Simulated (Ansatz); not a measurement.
**BLYP/cc-pVDZ run of GeNH4Cl (SMILES [NH2][GeH2][Cl])**

What is the electronic atomisation energy of GeNH4Cl at BLYP/cc-pVDZ? 

Program for the calculation: Ansatz 0.2.0.

68 further runs of the same task are left out: 68 set aside as unsound or not needed.

**1. The structure to begin with**

GeNH4Cl: 7 atoms, total charge 0, spin state singlet. As SMILES, `[NH2][GeH2][Cl]`. Geometry: relaxed at PBE0-D4/def2-TZVP. This is one conformer, not always the lowest.

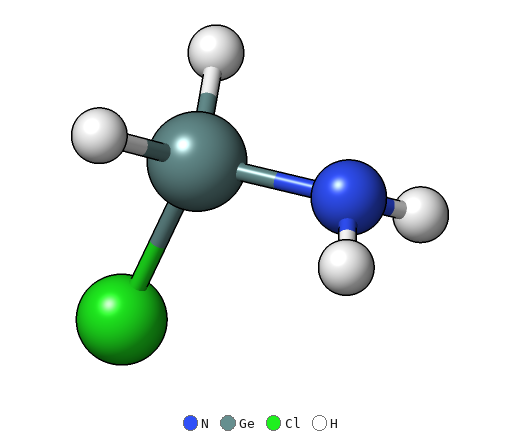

The structure, seen from a chosen angle (nitrogen blue, germanium teal, chlorine green, hydrogen white).

**2. A single-point energy at BLYP/cc-pVDZ**

Input file job.yaml:

```yaml
crystal:
  periodic: [false, false, false]
  atoms:
    - {symbol: N, position_ang: [-0.792900, 0.515500, -0.722700]}
    - {symbol: Ge, position_ang: [0.579900, 0.003300, 0.353200]}
    - {symbol: Cl, position_ang: [0.394500, -2.054600, 1.034500]}
    - {symbol: H, position_ang: [-1.700900, 0.526800, -0.279600]}
    - {symbol: H, position_ang: [-0.858900, 0.014700, -1.597700]}
    - {symbol: H, position_ang: [0.559300, 0.864900, 1.617200]}
    - {symbol: H, position_ang: [1.880200, 0.061300, -0.450600]}
basis:
  gaussian:
    orbitals: cc-pVDZ
hamiltonian:
  xc: {name: BLYP}
accuracy: high
output: {orbitals: {seedname: orbitals}}
```

The run is started by

```
$ ansatz run job.yaml --threads 1 --pin off --max-ram 3480MiB --events-out events.jsonl --progress --plain --runs-dir runs
```

Log:

```text
Warning: RAYON_NUM_THREADS=1 ignored (pool sized by the plan → 1); use --threads N
Functional definition: BLYP
  name "BLYP"
  parameter beta = 0.0042
  parameter a = 0.04918
  parameter b = 0.132
  parameter c = 0.2533
  parameter d = 0.349
  exchange = b88_x(beta = beta)
  correlation = lyp_c(a = a, b = b, c = c, d = d)
1818 factors; integrals over basis functions are off by at most 4.5e-9 eV
mean field evaluation 1: about -70588.8554 eV, gradient 6.4e1 eV
mean field evaluation 2: about -70542.1731 eV, gradient 1.3e2 eV
mean field evaluation 4: about -70596.8851 eV, gradient 1.1e1 eV
mean field evaluation 8: about -70597.2128 eV, gradient 1.6e-1 eV
mean field evaluation 16: about -70597.2129 eV, gradient 3.1e-6 eV
mean field -70597.21291343 eV, -2594.3997220590 hartree, gradient 3.6e-8 eV, S^2 0.000000; 0 other end points of the search recorded, 0 dependent functions left out
reference -70597.21296443 eV, -2594.3997239333 hartree; 30, 30 occupied and 49, 49 virtual orbitals, 1818 factors
Total energy: -70597.21296443 eV, -2594.3997239333 hartree
```

It took 6.9 s on 1 thread of Arm Neoverse V1, shared host; peak memory 0.19 GiB.

**3. The Cl atom at the same level**

Input file job.yaml:

```yaml
crystal:
  periodic: [false, false, false]
  atoms:
    - {symbol: Cl, position_ang: [0.000000, 0.000000, 0.000000]}
basis:
  gaussian:
    orbitals: cc-pVDZ
magnetization:
  spin_polarized: true
  initial_magnetization: 1
hamiltonian:
  xc: {name: BLYP}
accuracy: high
```

Run the same way, it converges to -460.13939 Eh (log not shown).

**4. The Ge atom, same level**

Input file run.yaml:

```yaml
basis:
  gaussian:
    orbitals: cc-pVDZ
crystal:
  periodic: [false, false, false]
  atoms:
    - {symbol: Ge, position_ang: [0.000000, 0.000000, 0.000000]}
magnetization:
  spin_polarized: true
  initial_magnetization: 2
hamiltonian:
  xc: {name: BLYP}
accuracy: high
```

Run the same way, it converges to -2076.95291 Eh (log not shown).

**5. The H atom**

job.yaml: that of step 3 with these lines changed.

```diff
@@ -3,3 +3,3 @@
   atoms:
-    - {symbol: Cl, position_ang: [0.000000, 0.000000, 0.000000]}
+    - {symbol: H, position_ang: [0.000000, 0.000000, 0.000000]}
 basis:
```

Run the same way, it converges to -0.49640 Eh (log not shown).

**6. The N atom**

Input file molecule.yaml:

```yaml
basis:
  gaussian: {orbitals: cc-pVDZ}
crystal:
  periodic: [false, false, false]
  atoms:
    - {symbol: "N", position_ang: [0.000000, 0.000000, 0.000000]}
magnetization: {spin_polarized: true, initial_magnetization: 3}
hamiltonian: {xc: {name: BLYP}}
accuracy: high
```

The run is started by

```
$ ansatz run molecule.yaml --threads 1 --pin off --max-ram 3480MiB --events-out events.jsonl --progress --plain --runs-dir runs
```

Log (excerpt; [...] marks lines left out):

```text
Warning: RAYON_NUM_THREADS=1 ignored (pool sized by the plan → 1); use --threads N
[... 9 set-up lines as earlier in the session ...]
96 factors; integrals over basis functions are off by at most 1.2e-9 eV
mean field evaluation 1: about -1484.7584 eV, gradient 6.9e0 eV
mean field evaluation 2: about -1484.8553 eV, gradient 5.3e0 eV
mean field evaluation 4: about -1484.9957 eV, gradient 9.1e-3 eV
mean field evaluation 8: about -1484.9953 eV, gradient 1.9e-5 eV
mean field -1484.99529195 eV, -54.5725704130 hartree, gradient 5.7e-10 eV, S^2 3.751659; 0 other end points of the search recorded, 0 dependent functions left out
reference -1484.99531676 eV, -54.5725713250 hartree; 5, 2 occupied and 9, 12 virtual orbitals, 96 factors
Total energy: -1484.99531676 eV, -54.5725713250 hartree
```

Run time: 0.28 s. Hardware: 1 thread of Arm Neoverse V1, shared host.

**7. Results**

At BLYP/cc-pVDZ:

```
                     quantity           value
       molecule: total energy  -2594.39972 Eh
        molecule: HOMO energy        -6.06 eV
        molecule: LUMO energy        -0.32 eV
      molecule: HOMO–LUMO gap         5.74 eV
        Cl atom: total energy   -460.13939 Eh
                Cl atom: ⟨S²⟩           0.751
        Ge atom: total energy  -2076.95291 Eh
                Ge atom: ⟨S²⟩           2.001
         H atom: total energy     -0.49640 Eh
                 H atom: ⟨S²⟩           0.750
         N atom: total energy    -54.57257 Eh
                 N atom: ⟨S²⟩           3.752
electronic atomisation energy       20.388 eV
```

**Reading.** Taking the molecule apart into free atoms costs 20.39 eV (470 kcal/mol), before zero-point energy and without spin-orbit coupling.
